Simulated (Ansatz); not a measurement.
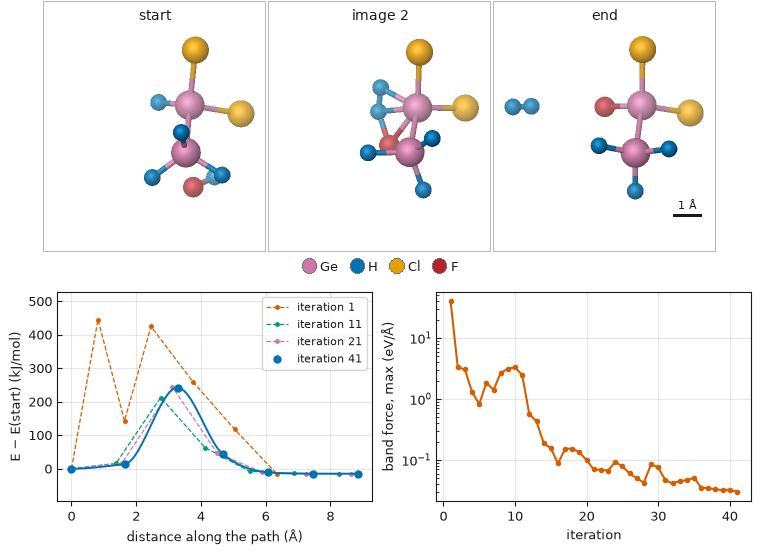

A nudged-elastic-band calculation for Ge2H5Cl2F, made up at the start of Ge$_{2}$H$_{4}$Cl$_{2}$ and HF. Images are numbered from 0 (start) to 6 (end). The plot follows the band through its iterations. Style: ball-and-stick. Shown from a free direction.

Theory: Ansatz 0.2.0, RHF/def2-SVP. Set-up: 5 movable images; climbing image; force threshold 0.03 eV/Å; iteration limit 60; starting path through a guess of the saddle point.

Did the band converge, and can the barrier be trusted?

The result is final at these settings. The band converged in 41 iterations. The largest component of the band force went from 40 to 0.03 eV/Å. The climbing image converged on the top of the path. Its vibrational analysis gives one imaginary mode (1475i cm⁻¹), as a transition state must have. The first iteration put the highest image at 445.6 kJ/mol. The energy climbs by 241.9 kJ/mol to image 2 and then falls by 256.7 kJ/mol, so the end point sits at −14.8 kJ/mol.

Limits of the set-up: the start holds two separate molecules, 2.5 Å apart at their closest, whose relative position is a soft coordinate and is computed without a dispersion correction; Hartree-Fock leaves out electron correlation.
